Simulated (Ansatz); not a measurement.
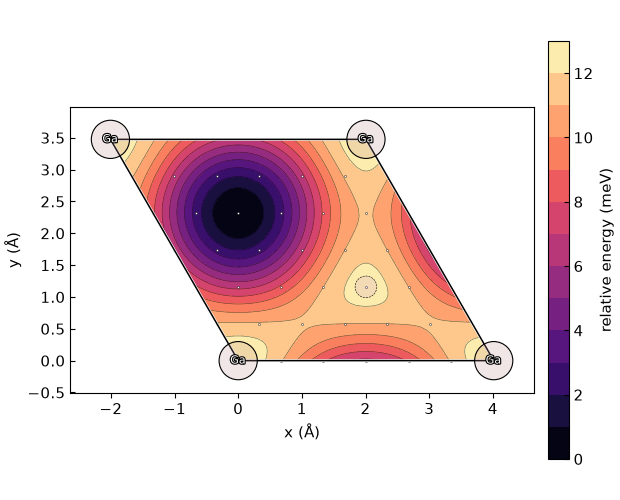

CO on a GaAs(111) slab cut from the F-43m phase, its upper half relaxed before the scan (16 atoms of substrate and one adsorbate in a 2 × 2 cell). CO (O end down) is moved over the surface cell at a fixed height above a rigid substrate; the origin of the map has the adsorbate above Ga13; the height is held at 3.40 Å. Places are given modulo a cell vector. The map is drawn in real space over the plane of the surface. Grid: 6 × 6 points; 10 points were computed and 26 follow by symmetry. Places are given in fractions of the 1 × 1 surface cell. All energies are given in meV relative to the lowest grid point. At a fixed height the lowest place need not be the adsorption site. These are results of DFT PBE+D3(BJ), scalar-relativistic, plane waves, PAW in Ansatz, not measurements. Settings: cutoff 420 eV, k-mesh 6×6×1, gaussian smearing 0.05 eV, no spin polarisation.

In the figure: filled contours, dots at the grid points, labelled circles for the atoms of the top layer and small ones for the second layer, the outline of one cell of the plane. Between grid points the surface is interpolated.

The lowest grid point is at a threefold hollow, (2/6, 4/6) of the cell vectors. It is the only kind of minimum in the scanned range. The highest grid point, the top site over a surface Ga atom, (0/6, 0/6) of the cell vectors, lies 12.7 meV above the lowest. On the interpolated surface the easiest way out of the lowest well to its copy in the next cell or period passes a barrier of about 11 meV.

CO is replaced by N₂; the new grid has 9 × 9 points.

How does the landscape change?

Answer. The lowest place stays at a threefold hollow, (3/9, 6/9) of the cell vectors. The highest place moves from the top site over a surface Ga atom, (0/6, 0/6) of the cell vectors to a threefold hollow over a second-layer As atom, (6/9, 3/9) of the cell vectors. The span from the lowest to the highest grid point grows from 12.7 to 24.1 meV. The easiest pass out of the lowest well goes from about 11 to about 17 meV on the interpolated surfaces.

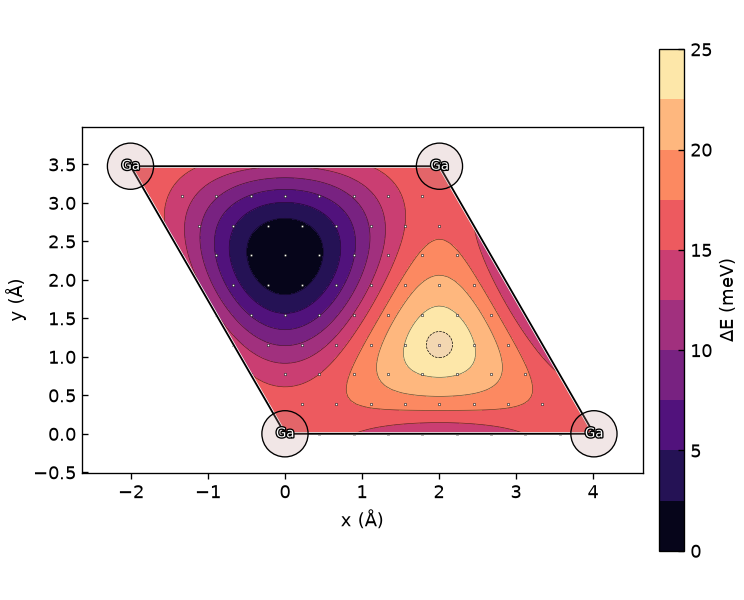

The map after the change, on a colour scale of its own. In the figure: filled contours, dots at the grid points, labelled circles for the atoms of the top layer and small ones for the second layer, the outline of one cell of the plane. Between grid points the surface is interpolated.
